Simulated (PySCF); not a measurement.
Coordinates of C₃H₅Cl₃O₂Si, SMILES CC(=O)O[SiH2]C(Cl)(Cl)Cl (Å):

```xyz
14

C     -2.6933    -0.2982    -0.0409
C     -1.4327     0.5019    -0.0346
O     -1.3570     1.7077    -0.0615
O     -0.3209    -0.2440     0.0054
Si     1.1129     0.6935     0.0077
C      2.4628    -0.6580     0.0517
Cl     2.3087    -1.6387     1.5243
Cl     4.0260     0.2092     0.0583
Cl     2.3494    -1.6900    -1.3895
H     -2.7453    -0.9044     0.8752
H     -3.5598     0.3689    -0.1037
H     -2.6818    -0.9960    -0.8904
H      1.2804     1.4437    -1.2569
H      1.2446     1.4915     1.2474
```

Simulated rotational absorption lines between 2 and 8 GHz at 3 K: rigid rotor with the equilibrium constants and dipole of one optimised conformer (PBE0-D3(BJ)/def2-SVP, PySCF), commonest isotopes; no centrifugal distortion, hyperfine structure, internal rotation or nuclear-spin weights; lines within 1 MHz of each other are summed. Lines of different type are drawn apart.

Question: What are the rotational constants, and what kind of rotor is it?

Answer: Rotational constants A, B, C = 1.421, 0.4852, 0.4634 GHz; Ray's κ = −0.95, a near-prolate asymmetric top.

Question: Which dipole components drive the lines?

Answer:
|μa|, |μb|, |μc| = 1.27, 1.19, 0.01 D; a-type lines carry 54 % of the intensity in this range.

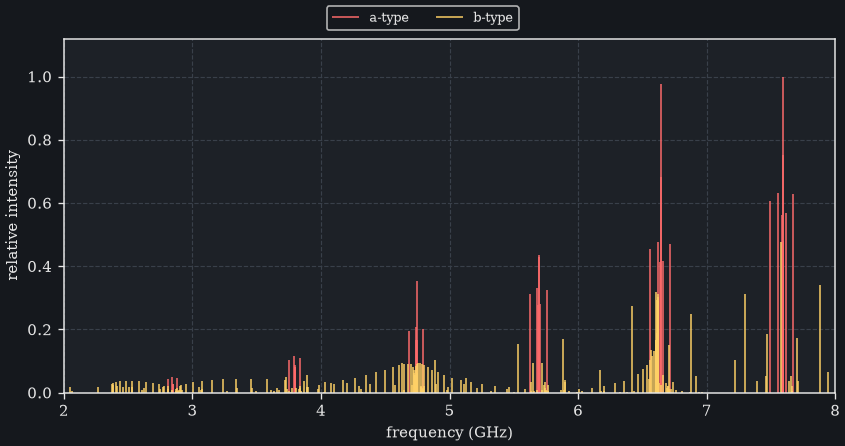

Note: coarse grid, loose stop and no frequency check, small forces are noise and the end may be a saddle.
